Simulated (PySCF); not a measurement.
# C₃H₈Cl₂GeSi (SMILES [Cl][GeH2][SiH2]C1(Cl)CC1): what the fields show

The calculation's input:

```
{"job": {"kind": "uv", "xc": "PBE0", "basis": "def2-SVPD", "nstates": 8, "ntriplets": 3}, "charge": 0, "multiplicity": 1}
Cl     2.598136    -0.152405     2.243970
Ge     2.543642    -0.631824     0.185798
Si     0.737665     0.364550    -0.954942
C     -0.802606    -0.200946    -0.010678
Cl    -0.525529    -1.826043     0.647251
C     -1.639548     0.718677     0.825274
C     -2.201487     0.129078    -0.428349
H      2.646114    -2.146734     0.130336
H      3.912200    -0.190010    -0.327876
H      0.635163    -0.133912    -2.329088
H      0.758176     1.830910    -0.980276
H     -1.376757     1.766071     0.834178
H     -2.008790     0.351952     1.771196
H     -2.955834    -0.637396    -0.337314
H     -2.324957     0.766021    -1.291393
```

Launched as:

```sh
OMP_NUM_THREADS=1 python probes_run.py task.json out
```

Geometry: GFN2-xTB.

Computed with PySCF, PBE0/def2-SVPD, SCF density, gas phase.

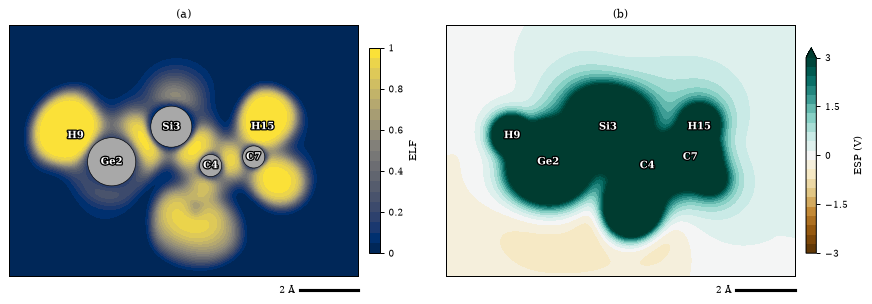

Figure 1. (a) electron localisation function; (b) electrostatic potential on the plane of atoms Si3, Ge2 and H9. Grey discs cover the atomic cores in the ELF map.

### What do the fields say about this system?

The plane passes through Ge, Si, C and H nuclei. C–C (1.50 Å): the ELF peaks at about 0.90 between the atoms, as expected for localised, covalent bonding. C–Si (1.89 Å): the ELF peaks at about 0.95 between the atoms, as expected for a covalent bond. Si–Ge (2.36 Å): the ELF peaks at about 0.95 between the atoms; localised, covalent bonding. C–H (1.08 Å): the ELF climbs to about 1 towards the hydrogen, as it does in any bond to H; an ordinary covalent bond to hydrogen. The ELF also peaks beside Cl5, away from the bonds: lone-pair regions. Outside the dense part of the molecule the potential is most negative (−0.6 V) near Cl5, which lies off the plane.

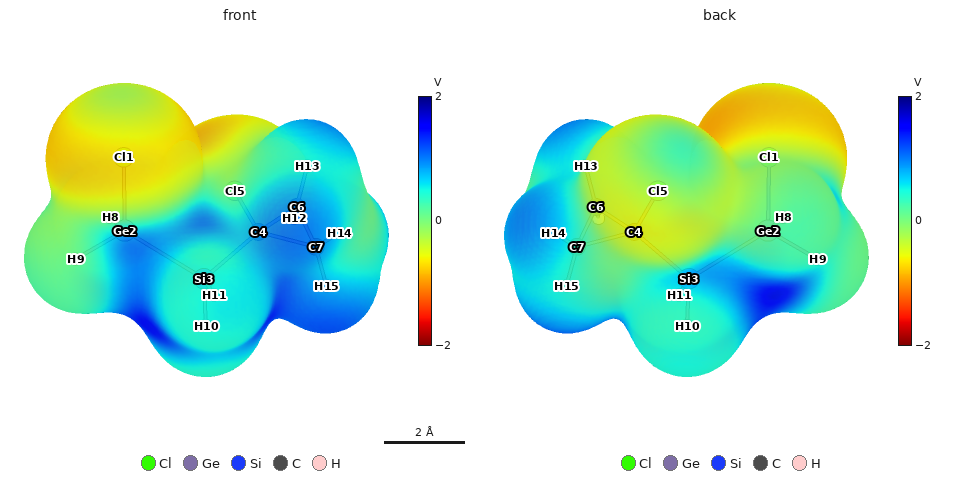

Figure 2. The molecular electrostatic potential painted on the density surface at 0.002 e/bohr³, seen from the front and from behind; red is negative and blue positive.

### Where is the surface potential most negative and most positive?

The most negative region (about −0.9 V) lies over Cl1 and Cl5, the most positive (about +1.5 V) over Ge2 and Si3. Cl5 shows a σ-hole: about +0.4 V at the tip opposite its bond, against about −0.5 V on its flanks.

### What dipole moment does the calculation give?

Its dipole moment is 3.13 D.
